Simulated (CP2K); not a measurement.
Consider carboxypyrazine at its PBE geometry (Å).

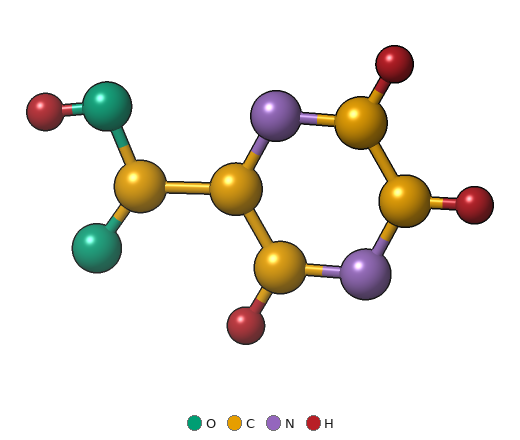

The molecule (oxygen teal, carbon orange, nitrogen purple, hydrogen red).

```xyz
13

O     2.7253    0.1212   -0.8340
C     1.9307   -0.2294    0.0299
O     2.3095   -0.8443    1.1806
C     0.4418   -0.0362   -0.0399
C    -0.1146    0.6035   -1.1579
N    -1.4361    0.8142   -1.2749
C    -2.1881    0.3710   -0.2545
C    -1.6340   -0.2676    0.8622
N    -0.3174   -0.4781    0.9820
H     3.2850   -0.9187    1.1210
H     0.5297    0.9509   -1.9668
H    -3.2662    0.5297   -0.3305
H    -2.2657   -0.6161    1.6827
```

Method: CP2K XAS_TDP, all-electron GAPW, PBEh(45%), aug-cc-pVDZ, TDA, GW2X-corrected core level, no relativity.

Q: Where do the C K-edge lines lie, and how strong are they?

Leading lines: C2 289.81 eV, C4 287.01 eV, C5 287.11 eV, C7 287.00 eV and C8 287.33 eV. The leading line of an atom is its first one with 35 % of the strongest within 2.5 eV of its lowest line over the strength cut. Core ionisation energies at this level: C5 293.58, C7 293.59, C8 293.49, C2 296.90 and C4 293.45 eV.

The first six lines of each atom with a strength over 0.0015:

```
                     atom  energy (eV)  states  strength, one atom  above the computed threshold
 C2 (bonded to C and 2 O)       289.81       1              0.0636                              
                                293.49       1              0.0044                              
                                294.44       1              0.0125                              
                                294.90       1              0.0025                              
                                296.61       1              0.0048                              
                                296.87       1              0.0075                              
 C4 (bonded to 2 C and N)       287.01       1              0.0394                              
                                291.22       1              0.0163                              
                                291.75       1              0.0036                              
                                292.43       1              0.0025                              
                                293.08       1              0.0020                              
                                293.30       1              0.0023                              
C5 (bonded to C, N and H)       287.11       1              0.0563                              
                                291.77       1              0.0087                              
                                292.55       2              0.0061                              
                                293.08       1              0.0036                              
                                293.14       1              0.0030                              
                                293.73       1              0.0026                           yes
C7 (bonded to C, N and H)       287.00       1              0.0513                              
                                289.18       1              0.0024                              
                                291.35       1              0.0134                              
                                292.29       1              0.0082                              
                                292.50       1              0.0034                              
                                293.03       1              0.0022                              
C8 (bonded to C, N and H)       287.33       1              0.0500                              
                                288.60       1              0.0038                              
                                291.27       1              0.0129                              
                                292.27       1              0.0070                              
                                292.38       1              0.0033                              
                                292.94       1              0.0019
```

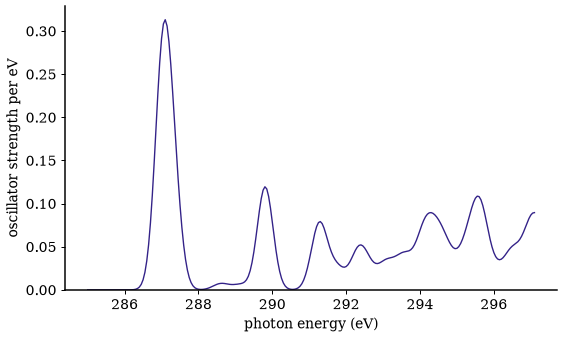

All atoms added, broadened by 0.5 eV.

Lines are vertical, at one geometry, with no vibrational structure. GW2X ionisation energies and lines can be off by 1 to 2 eV either way, and a good line position may hide errors that cancel. These values hold no scalar relativity, about 0.1 eV for C 1s. Rydberg lines, and the discretised continuum above threshold, depend on the basis and the box.

[Banner, clock and machine lines of the logs are left out without a mark of their own.]

[Logs are printed without paths, hosts, clocks, repeated set-up lines and the standing remarks that a program may print on its own settings, such as how far it seeks lower states.]

[Hosts, paths, dates, database ids (printed as entryN), source tags and the programs' standing remarks are cut or masked in the printed files.]
